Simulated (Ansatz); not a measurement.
# BH2O2F (SMILES OB(O)F) at wB97X/def2-SVPD

Aim: the vertical electron affinity of BH2O2F at wB97X/def2-SVPD, from 2 runs. 

The results are computed with Ansatz 0.2.0.

57 further runs of the same task are left out: 57 set aside as unsound or not needed.

### Step 1. Starting point

The species is BH2O2F (6 atoms), meant as a singlet with charge 0. As SMILES, `OB(O)F`. The shape is that of a PBE0-D4/def2-TZVP optimisation. This is one conformer, not always the lowest.

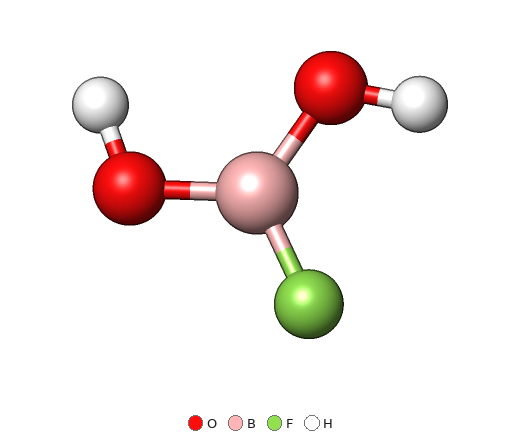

Viewed from a chosen angle; oxygen red, boron pink, fluorine green, hydrogen white.

### Step 2. A single-point energy at wB97X/def2-SVPD

run.yaml

```yaml
crystal:
  periodic: [false, false, false]
  atoms:
    - {symbol: O, position_ang: [-0.477500, 0.971000, -0.208400]}
    - {symbol: B, position_ang: [-0.023800, -0.307500, -0.106500]}
    - {symbol: O, position_ang: [0.989400, -0.635200, 0.726100]}
    - {symbol: F, position_ang: [-0.573100, -1.280600, -0.833200]}
    - {symbol: H, position_ang: [-1.198900, 1.066100, -0.834300]}
    - {symbol: H, position_ang: [1.326000, 0.122200, 1.210000]}
basis:
  gaussian: {orbitals: def2-SVPD}
hamiltonian: {xc: {name: wB97X}}
accuracy: high
output: {orbitals: {seedname: orbitals}}
```

Started as:

```sh
$ ansatz run run.yaml --threads 1 --pin off --max-ram 3480MiB --events-out events.jsonl --progress --plain --runs-dir runs
```

The program printed:

```text
Warning: RAYON_NUM_THREADS=1 ignored (pool sized by the plan → 1); use --threads N
Functional definition: wB97X
  name "wB97X"
  parameter omega = 0.3/bohr
  parameter cx = 0.157706
  parameter cx1 = 0.726479
  parameter cx2 = 1.04760
  parameter cx3 = -5.70635
  parameter cx4 = 13.2794
  parameter css1 = -4.33879
  parameter css2 = 18.2308
  parameter css3 = -31.7430
  parameter css4 = 17.2901
  parameter cos1 = 2.37031
  parameter cos2 = -11.3995
  parameter cos3 = 6.58405
  parameter cos4 = -3.78132
  exchange = spin_sum(e_x_unif_sr(omega)*poly(b97_u_x, 1 - cx, cx1, cx2, cx3, cx4)) + cx*exact_x_sr(omega)
      + exact_x_lr(omega)
  correlation = spin_sum(e_c_pw_same_spin*poly(b97_u_same, 1, css1, css2, css3, css4))
      + integral(e_c_pw_opposite_spin*poly(b97_u_opposite, 1, cos1, cos2, cos3, cos4))
2074 factors; integrals over basis functions are off by at most 3.5e-9 eV
419 factors; integrals over basis functions are off by at most 1.7e-9 eV
mean field evaluation 1: about -7511.5665 eV, gradient 6.0e1 eV
mean field evaluation 2: about -7512.1638 eV, gradient 5.9e1 eV
mean field evaluation 4: about -7517.5744 eV, gradient 1.4e0 eV
mean field evaluation 8: about -7517.5754 eV, gradient 1.4e-2 eV
mean field evaluation 16: about -7517.5754 eV, gradient 2.6e-6 eV
mean field -7517.57540044 eV, -276.2658003707 hartree, gradient 1.5e-8 eV, S^2 0.000000; 0 other end points of the search recorded, 0 dependent functions left out
reference -7517.57539707 eV, -276.2658002467 hartree; 16, 16 occupied and 89, 89 virtual orbitals, 2074 factors
Total energy: -7517.57539707 eV, -276.2658002467 hartree
```

Wall time 32 s (1 thread of Arm Neoverse N1, shared host); peak memory 0.49 GiB.

### Step 3. The doublet anion at the same level

run.yaml, as its differences from that of step 2:

```diff
@@ -10,5 +10,12 @@
 basis:
-  gaussian: {orbitals: def2-SVPD}
-hamiltonian: {xc: {name: wB97X}}
+  gaussian:
+    orbitals: def2-SVPD
+total_charge: -1
+hamiltonian:
+  xc: {name: wB97X}
+output:
+  orbitals: {seedname: orbitals}
 accuracy: high
-output: {orbitals: {seedname: orbitals}}
+magnetization:
+  spin_polarized: true
+  initial_magnetization: 1
```

Started as:

```sh
$ ansatz run run.yaml --threads 1 --pin off --max-ram 3480MiB --events-out events.jsonl --progress --plain --runs-dir runs
```

The program printed, shortened:

```text
Warning: RAYON_NUM_THREADS=1 ignored (pool sized by the plan → 1); use --threads N
Functional definition: wB97X
  name "wB97X"
[...]
      + exact_x_lr(omega)
[...]
      + integral(e_c_pw_opposite_spin*poly(b97_u_opposite, 1, cos1, cos2, cos3, cos4))
2074 factors; integrals over basis functions are off by at most 3.5e-9 eV
419 factors; integrals over basis functions are off by at most 1.7e-9 eV
[...]
mean field -7516.21986079 eV, -276.2159852072 hartree, gradient 6.4e-8 eV, S^2 0.750607; 2 other end points of the search recorded, 0 dependent functions left out
reference -7516.21986117 eV, -276.2159852210 hartree; 17, 16 occupied and 88, 89 virtual orbitals, 2074 factors
Total energy: -7516.21986117 eV, -276.2159852210 hartree
```

Wall time 1.7 min (1 thread of Arm Neoverse N1, shared host); peak memory 0.78 GiB.

### Step 4. Results

Level: wB97X/def2-SVPD.

| quantity | value |
| --- | --- |
| singlet BH2O2F: total energy | -276.26580 Eh |
| singlet BH2O2F: HOMO energy | -12.44 eV |
| singlet BH2O2F: LUMO energy | 1.58 eV |
| singlet BH2O2F: HOMO–LUMO gap | 14.02 eV |
| doublet anion: total energy | -276.21599 Eh |
| doublet anion: HOMO energy (highest over α and β) | 1.26 eV |
| doublet anion: LUMO energy (lowest over α and β) | 5.72 eV |
| doublet anion: ⟨S²⟩ | 0.751 |
| vertical electron affinity (to the doublet anion) | -1.356 eV |

**Reading.** The anion lies 1.36 eV (131 kJ/mol) above the neutral: the electron isn't bound at this level, and such a value depends on the basis. The HOMO (doublet anion) lies at positive energy, 1.26 eV; only total energies tell whether the electron is bound.
